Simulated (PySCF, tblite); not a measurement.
# CH8OSSi2: dynamics, then NMR shifts on frames

Aim: move CH8OSSi2 (`CS[SiH2]O[SiH3]`) away from its starting geometry and see how NMR shifts follow the geometry.

The runs use tblite 0.8.0 and PySCF 2.14.0, with density-fitted response routines of our own; the level of theory stands in each step. All values are computed, except where a source is named. Atoms count from 0, in the outputs and in this text.

## (1) The starting structure

13 atoms, charge 0, multiplicity 1; geometry from: GFN2-xTB.

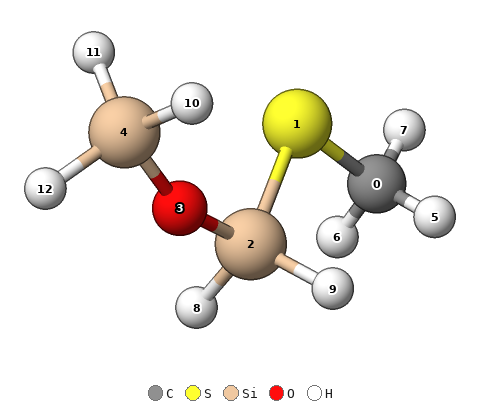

The starting geometry (carbon grey, sulfur yellow, silicon light orange, oxygen red, hydrogen white), atoms numbered.

## (2) Dynamics with GFN2-xTB

What the job is given:

```
{"job": {"kind": "md", "xc": "GFN2-xTB", "basis": "xTB", "temperature": 300, "steps": 2000, "every": 50, "frames": 5}, "charge": 0, "multiplicity": 1}
C     -2.739738    -0.739379    -0.249300
S     -1.027053    -1.137170     0.228554
Si    -0.075654     0.668636    -0.403254
O      1.486071     0.575798    -0.045674
Si     2.840692    -0.027679     0.626642
H     -3.084562     0.122203     0.313354
H     -2.786124    -0.537200    -1.314530
H     -3.345728    -1.606169    -0.009256
H     -0.174649     0.784941    -1.852258
H     -0.643678     1.791720     0.331728
H      2.831466     0.387650     2.026835
H      2.817725    -1.479024     0.481075
H      3.896844     0.612416    -0.151644
```

Level: GFN2-xTB Langevin dynamics, gas phase.

Launch:

```sh
> OMP_NUM_THREADS=1 python probes_run.py task.json out
```

The driver reads the jobs from task.json and runs them one after another.

Standard output:

```text
t/fs     T/K      E/eV
    0.0   250.0   -466.00675
   25.0   154.6   -465.73893
   50.0   159.0   -465.67766
   75.0   198.7   -465.70443
  100.0   157.5   -465.63467
  125.0   232.7   -465.62135
  150.0   210.4   -465.62144
  175.0   214.5   -465.55867
  200.0   388.2   -465.74552
  225.0   293.7   -465.66498
  250.0   314.1   -465.65286
  275.0   222.7   -465.53259
  300.0   200.0   -465.52483
  325.0   283.4   -465.75737
  350.0   209.8   -465.56346
  375.0   282.9   -465.69631
  400.0   308.4   -465.62209
  425.0   195.8   -465.43520
  450.0   339.7   -465.63480
  475.0   244.3   -465.42322
  500.0   380.5   -465.64111
  525.0   269.8   -465.57058
  550.0   259.4   -465.63641
  575.0   240.8   -465.48995
  600.0   304.7   -465.57836
  625.0   402.4   -465.67135
  650.0   313.4   -465.61623
  675.0   347.0   -465.63629
  700.0   358.0   -465.65177
  725.0   222.1   -465.43858
  750.0   342.6   -465.55492
  775.0   176.5   -465.43451
  800.0   409.7   -465.68352
  825.0   296.1   -465.48802
  850.0   366.0   -465.56334
  875.0   275.5   -465.33366
  900.0   407.3   -465.64052
  925.0   308.8   -465.36246
  950.0   336.1   -465.59664
  975.0   299.5   -465.59875
 1000.0   281.1   -465.54968
```

It took 12 s on 1 thread of Arm Neoverse V1, shared host; peak memory 0.19 GiB.

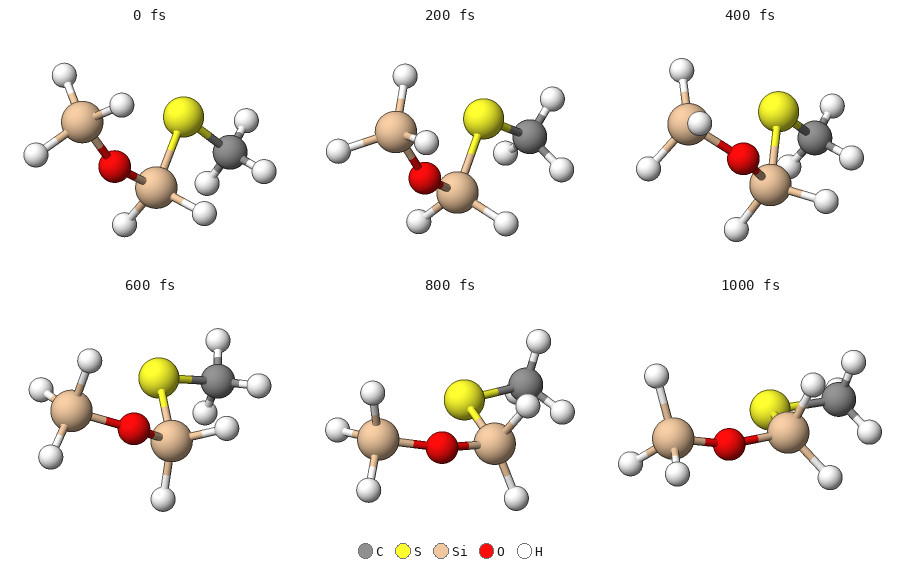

Frames of the run.

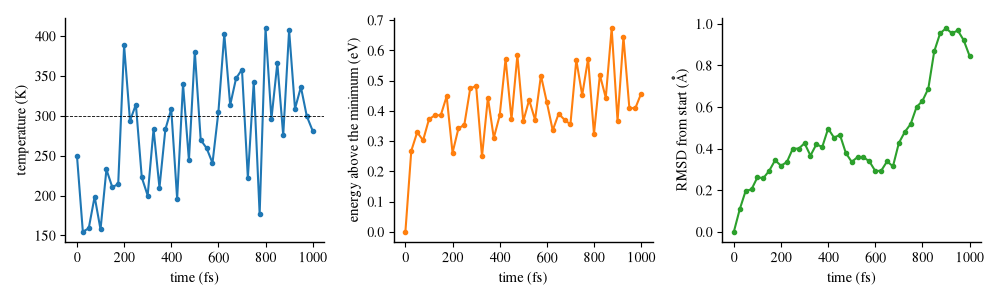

Temperature, potential energy and distance from the start.

Positions (Å) and forces (eV/Å) at 1000 fs:

```xyz
13

C    -3.425   -1.770    0.439   -0.785   -0.047   -0.246
S    -1.740   -1.594   -0.235   -0.066    0.079   -0.490
Si   -0.867   -0.021    0.945   -0.194   -0.096   -0.165
O     0.643    0.240    0.391   -2.135    0.037    0.523
Si    2.204    0.200    0.151    2.027   -0.879    0.678
H    -3.980   -0.834    0.578    0.377   -0.125   -0.410
H    -4.058   -2.507   -0.100    0.738    0.703   -0.228
H    -3.288   -2.200    1.391    0.137   -0.420    1.326
H    -1.840    1.091    0.921    0.525   -0.043   -0.207
H    -0.734   -0.488    2.306    0.107   -0.102    0.297
H     2.882   -1.027    0.855   -0.692    1.148   -0.398
H     2.411    0.065   -1.242    0.017   -0.285   -1.112
H     2.744    1.521    0.455   -0.056    0.029    0.432
```

## (3) Nuclear shieldings: 250 fs, PBE0/pcSseg-1

What the job is given:

```
{"job": {"kind": "nmr", "xc": "PBE0", "basis": "pcSseg-1", "pop": false}, "charge": 0, "multiplicity": 1}
C     -2.917400    -1.173600    -0.278700
S     -1.286000    -1.172500     0.462900
Si    -0.397300     0.634500    -0.346200
O      1.126400     0.648700     0.249500
Si     2.573000     0.233800     0.867200
H     -3.546100    -0.352600     0.068700
H     -2.855700    -1.113400    -1.328900
H     -3.394500    -2.131500     0.024200
H     -0.286500     0.543900    -1.748600
H     -0.978200     1.818300     0.360900
H      2.972300     1.500400     1.800300
H      2.435600    -1.039000     1.531800
H      3.402400     0.293400    -0.350000
```

Level: GIAO PBE0/pcSseg-1 NMR shielding, non-relativistic, gas phase.

Standard output:

```text
coarse grid: 12008 points
cycle   1  E = -1094.6652130704  dE =  3.010e-01  |g| = 7.868e-01  |ddm| = 3.240e+00
cycle   2  E = -1094.4573626712  dE =  2.079e-01  |g| = 1.307e+00  |ddm| = 1.795e+00
cycle   3  E = -1094.7772365712  dE = -3.199e-01  |g| = 1.006e-01  |ddm| = 1.263e+00
cycle   4  E = -1094.7791276805  dE = -1.891e-03  |g| = 4.513e-02  |ddm| = 1.639e-01
cycle   5  E = -1094.7796507517  dE = -5.231e-04  |g| = 7.877e-03  |ddm| = 6.184e-02
cycle   6  E = -1094.7796656578  dE = -1.491e-05  |g| = 2.333e-03  |ddm| = 1.082e-02
cycle   7  E = -1094.7796669004  dE = -1.243e-06  |g| = 6.325e-04  |ddm| = 2.661e-03
final grid: 100992 points
cycle   8  E = -1094.8196881051  dE = -1.188e-05  |g| = 7.984e-03  |ddm| = 1.665e-02
cycle   9  E = -1094.8196747030  dE =  1.340e-05  |g| = 1.153e-02  |ddm| = 1.369e-02
cycle  10  E = -1094.8196999344  dE = -2.523e-05  |g| = 1.001e-03  |ddm| = 8.738e-03
cycle  11  E = -1094.8197001273  dE = -1.929e-07  |g| = 1.761e-04  |ddm| = 9.925e-04
cycle  12  E = -1094.8197001353  dE = -7.976e-09  |g| = 4.255e-05  |ddm| = 2.339e-04
cycle  13  E = -1094.8197001357  dE = -4.397e-10  |g| = 1.211e-05  |ddm| = 5.154e-05
converged SCF energy = -1094.8197001357

GIAO shielding tensors (ppm)
atom      isotropic    diamagn.    paramagn.     s11        s22        s33       span
  0 C      179.599     249.535     -69.937    168.697    176.421    193.678     24.981
  1 S      689.139    1060.891    -371.752    582.376    653.202    831.840    249.464
  2 Si     361.214     879.976    -518.762    341.015    356.253    386.375     45.361
  3 O      315.782     400.035     -84.253    218.672    333.777    394.895    176.223
  4 Si     386.657     879.419    -492.763    354.124    360.171    445.674     91.551
  5 H       29.871      29.033       0.838     24.006     27.595     38.010     14.004
  6 H       30.712      30.658       0.055     24.560     28.825     38.751     14.192
  7 H       29.117      27.535       1.582     23.427     26.345     37.578     14.151
  8 H       26.340      30.948      -4.608     22.600     25.011     31.408      8.808
  9 H       25.294      29.272      -3.978     21.458     24.142     30.281      8.823
 10 H       24.727      26.414      -1.687     21.666     23.322     29.194      7.528
 11 H       26.419      30.088      -3.669     22.465     25.763     31.029      8.563
 12 H       26.018      28.801      -2.783     22.363     24.534     31.158      8.795
```

Run time: 14 s. Hardware: 1 thread of Arm Neoverse V1, shared host; peak memory 0.83 GiB.

The references, computed at this level on geometries of the same kind, shield at (ppm): 1H TMS 31.72, 13C TMS 186.9, 29Si TMS 349.2, 17O H2O 336.1, 33S CS2 504. Their shielding less the atom's gives the shift. The references are single molecules in the gas phase, so shifts against H2O, NH3, PH3, H3PO4 or CFCl3 are not on the usual liquid scales and can be off by tens of ppm. Each atom is listed at this fixed geometry, with no averaging over motion; a spectrum would average atoms that exchange fast.

| atoms | environment | σ (ppm) | δ (ppm) |
| --- | --- | --- | --- |
| C0 | methyl carbon bonded to S | 179.6 | 7.3 |
| H10 | hydrogen on a silicon bonded to O | 24.73 | 6.99 |
| H9 | hydrogen on a silicon bonded to O, S | 25.29 | 6.42 |
| H12 | hydrogen on a silicon bonded to O | 26.02 | 5.70 |
| H8 | hydrogen on a silicon bonded to O, S | 26.34 | 5.38 |
| H11 | hydrogen on a silicon bonded to O | 26.42 | 5.30 |
| H7 | hydrogen on a methyl carbon bonded to S | 29.12 | 2.60 |
| H5 | hydrogen on a methyl carbon bonded to S | 29.87 | 1.85 |
| H6 | hydrogen on a methyl carbon bonded to S | 30.71 | 1.00 |
| S1 | sulfur bonded to C, Si | 689 | -185 |
| Si2 | silicon bonded to O, S, 2 H | 361.2 | -12.1 |
| Si4 | silicon bonded to O, 3 H | 386.7 | -37.5 |
| O3 | oxygen bonded to 2 Si | 315.8 | 20.3 |

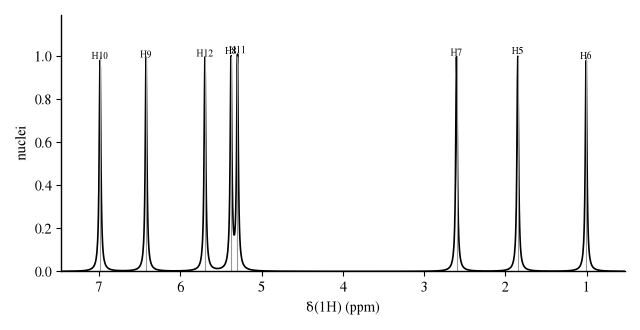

1H lines at the computed shifts, without couplings. Lines are broadened to a width of 0.02 ppm (Lorentzian).

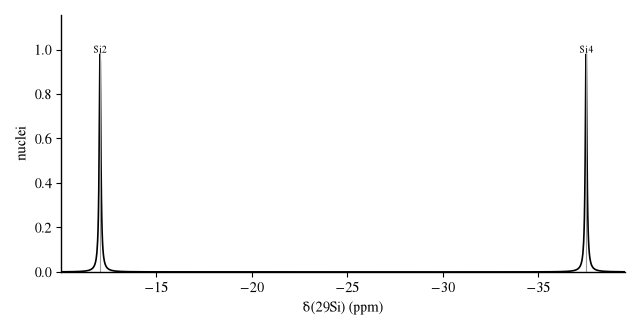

29Si lines at the computed shifts, without couplings. Lines are broadened to a width of 0.10 ppm (Lorentzian).

## (4) Shielding tensors: 425 fs, PBE0/pcSseg-1

What the job is given:

```
{"job": {"kind": "nmr", "xc": "PBE0", "basis": "pcSseg-1", "pop": false}, "charge": 0, "multiplicity": 1}
C     -3.075600    -1.178800    -0.120900
S     -1.289900    -1.380100     0.534600
Si    -0.759000     0.664500     0.212500
O      0.625300     0.630700     0.998100
Si     2.079300    -0.002500     0.829800
H     -3.604800    -0.436300     0.350500
H     -3.012200    -0.973100    -1.175400
H     -3.528600    -2.125900     0.161200
H     -0.704500     0.868300    -1.216700
H     -1.534000     1.709100     0.861400
H      2.777800     0.482900     1.945800
H      2.008700    -1.485600     0.962400
H      2.949800     0.221200    -0.376100
```

Level: GIAO PBE0/pcSseg-1 NMR shielding, non-relativistic, gas phase.

Standard output:

```text
coarse grid: 12008 points
cycle   1  E = -1094.6683324022  dE =  4.068e-01  |g| = 7.517e-01  |ddm| = 3.237e+00
cycle   2  E = -1094.4961998525  dE =  1.721e-01  |g| = 1.212e+00  |ddm| = 1.493e+00
cycle   3  E = -1094.7685169151  dE = -2.723e-01  |g| = 9.651e-02  |ddm| = 1.022e+00
cycle   4  E = -1094.7703159887  dE = -1.799e-03  |g| = 3.997e-02  |ddm| = 1.454e-01
cycle   5  E = -1094.7707343202  dE = -4.183e-04  |g| = 6.268e-03  |ddm| = 5.471e-02
cycle   6  E = -1094.7707438019  dE = -9.482e-06  |g| = 1.873e-03  |ddm| = 8.500e-03
final grid: 100992 points
cycle   7  E = -1094.8117249378  dE = -7.513e-06  |g| = 1.090e-02  |ddm| = 2.072e-02
cycle   8  E = -1094.8116935161  dE =  3.142e-05  |g| = 1.613e-02  |ddm| = 2.004e-02
cycle   9  E = -1094.8117498320  dE = -5.632e-05  |g| = 9.620e-04  |ddm| = 1.273e-02
cycle  10  E = -1094.8117500031  dE = -1.711e-07  |g| = 2.474e-04  |ddm| = 9.101e-04
cycle  11  E = -1094.8117500183  dE = -1.526e-08  |g| = 4.397e-05  |ddm| = 2.831e-04
cycle  12  E = -1094.8117500188  dE = -4.802e-10  |g| = 9.176e-06  |ddm| = 5.147e-05
converged SCF energy = -1094.8117500188

GIAO shielding tensors (ppm)
atom      isotropic    diamagn.    paramagn.     s11        s22        s33       span
  0 C      176.876     249.495     -72.619    159.856    172.761    198.013     38.157
  1 S      681.426    1060.243    -378.817    536.288    637.944    870.045    333.756
  2 Si     357.816     880.581    -522.765    311.929    345.270    416.249    104.320
  3 O      315.491     398.200     -82.709    251.636    319.141    375.696    124.060
  4 Si     398.949     879.190    -480.242    344.969    363.873    488.004    143.035
  5 H       31.828      31.168       0.660     26.358     29.842     39.285     12.927
  6 H       30.093      29.672       0.420     24.065     27.934     38.279     14.214
  7 H       29.438      28.019       1.419     23.430     26.912     37.974     14.544
  8 H       26.198      31.087      -4.889     23.069     24.451     31.074      8.005
  9 H       26.420      29.871      -3.452     22.639     24.925     31.695      9.056
 10 H       27.580      29.545      -1.965     23.712     25.366     33.663      9.950
 11 H       26.391      29.481      -3.090     22.298     26.009     30.865      8.567
 12 H       26.220      28.442      -2.222     23.284     24.287     31.088      7.804
```

Run time: 14 s. Hardware: 1 thread of Arm Neoverse V1, shared host; peak memory 0.73 GiB.

Key values: δ C0 10.0, S1 -178, Si2 -8.7, Si4 -49.8, H8 5.52, H12 5.50 ppm.

(Part 1 of 2 ends here.)
